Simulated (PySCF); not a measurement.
Molecule: SMILES CC(C)(C)c1ccc(s1)C. Atoms near the plane z = 0.0 Å, at the GFN2-xTB optimised geometry (x, y, z in Å): C1 (3.5, 0.5, 0.0), C2 (2.0, 0.5, 0.0), C3 (1.1, 1.5, 0.0), C4 (-0.2, 1.2, 0.0), C5 (-0.4, -0.2, 0.0), C6 (-1.7, -1.0, 0.0), C9 (-2.9, -0.1, 0.0), S10 (1.1, -1.0, 0.0), H11 (3.8, 1.5, 0.0), H12 (3.8, 0.0, 0.9), H13 (3.8, -0.1, -0.9), H14 (1.4, 2.6, 0.0), H15 (-1.0, 1.9, 0.0), H22 (-2.9, 0.6, 0.9), H23 (-2.9, 0.6, -0.9), H24 (-3.8, -0.6, 0.0).

Level of theory: PBE0/def2-SVP (PySCF). Cells within 0.4 Å of a nucleus heavier than hydrogen are left out (blank, or x). The values are rescaled to run from 0 to 1.

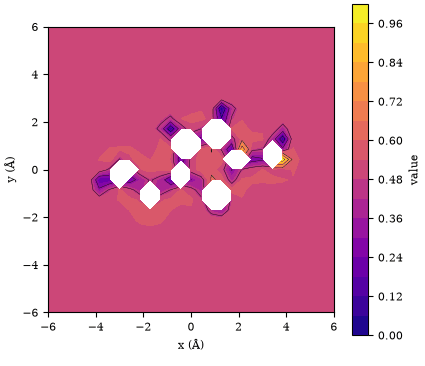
Figure. a field on the plane z = 0.0 Å.

Question: Which quantity is mapped?
A. electron localisation function
B. deformation density (molecule minus spherical neutral atoms)
C. an orbital amplitude
D. Laplacian of the electron density

Answer: D, Laplacian of the electron density. In full: Laplacian of the electron density (e/bohr⁵), clipped to [-1.50, 1.50].
